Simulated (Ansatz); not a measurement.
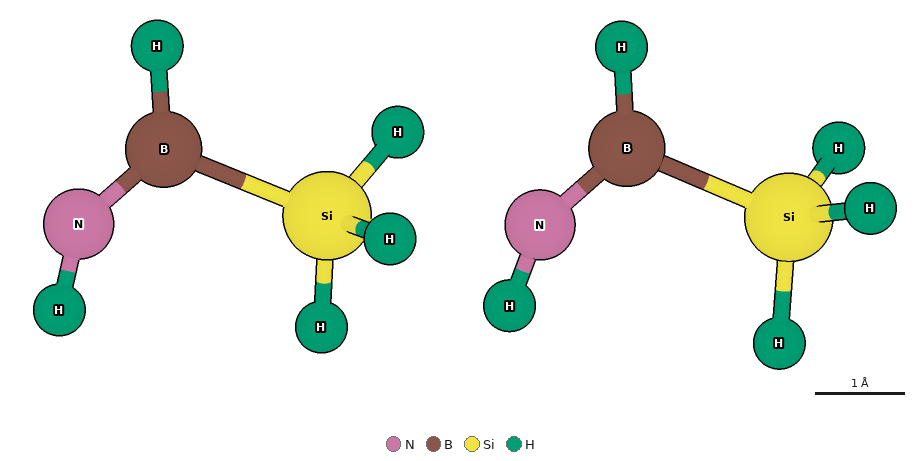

Two geometries of BSiNH$_{5}$ (multiplicity 2), drawn at one scale. One is the start of a relaxation, the other its converged end. Style: ball-and-stick. Shown at a tilt.

All numbers below come from UKS PBE0-D4/def2-TZVP in Ansatz. Settings: force threshold 0.005 eV/Å; at most 200 steps.

Which geometry has the lower energy?

The right one is the relaxed one. The largest moves after the best rigid fit, 0.47 Å, are those of H atoms. Largest moves by element: H 0.47 Å, N 0.19 Å, B 0.14 Å, Si 0.04 Å. Near-neighbour distances that change, for instance: B–H 1.171 → 1.201 Å, B–Si 2.040 → 2.059 Å, H–Si 1.468 → 1.486 Å, B–N 1.300 → 1.314 Å. Bond angles that change, for instance: B–N–H 143.5° → 151.3°, N–B–Si 117.7° → 113.3°, Si–B–H 115.4° → 118.7°. Groups turn about B–Si by about 35°. After 12 geometry steps the energy has fallen by 1.84 kcal/mol. The largest force component goes from 0.58 to 0.0042 eV/Å. The run took 16 s on 2 threads of AMD EPYC 9R45 96-Core (shared host).
